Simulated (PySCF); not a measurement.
SMILES o1c(ccc1)Cc1cccs1 at its GFN2-xTB optimised geometry (Å):

```
19

C     -0.3462    -1.6126     0.0000
C      1.0126    -1.6126     0.0000
O      1.4863    -0.3539     0.0000
C      0.4209     0.4742     0.0037
C      0.6656     1.9493    -0.0514
C      0.6683     2.4064    -1.4769
C      1.7178     2.4715    -2.3381
C      1.3453     2.8918    -3.6359
C      0.0159     3.1328    -3.7433
S     -0.8117     2.8516    -2.2615
C     -0.7343    -0.2499    -0.0014
H     -0.9921    -2.4664     0.0009
H      1.7324    -2.4066     0.0032
H      1.6360     2.1645     0.4003
H     -0.1174     2.4664     0.5054
H      2.7273     2.2305    -2.0559
H      2.0407     3.0079    -4.4479
H     -0.5387     3.4605    -4.5998
H     -1.7324     0.1378    -0.0032
```

Calculation: CAM-B3LYP/def2-SVP run with PySCF 2.14.0.

Map of the log10 of the electron density (e/bohr³), floored at −4 on the plane z = 0.8 Å:

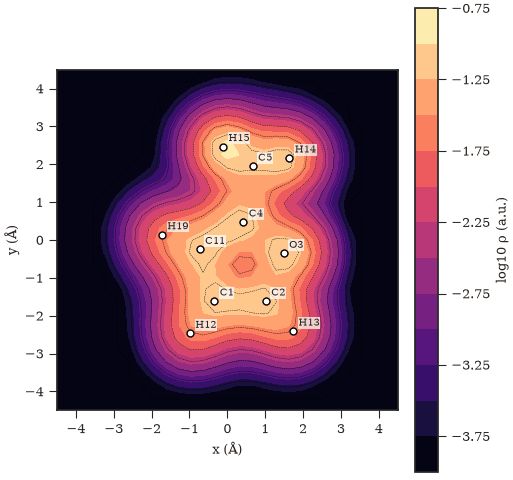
*Log10 of the electron density (e/bohr³), floored at −4 on the plane z = 0.8 Å.*
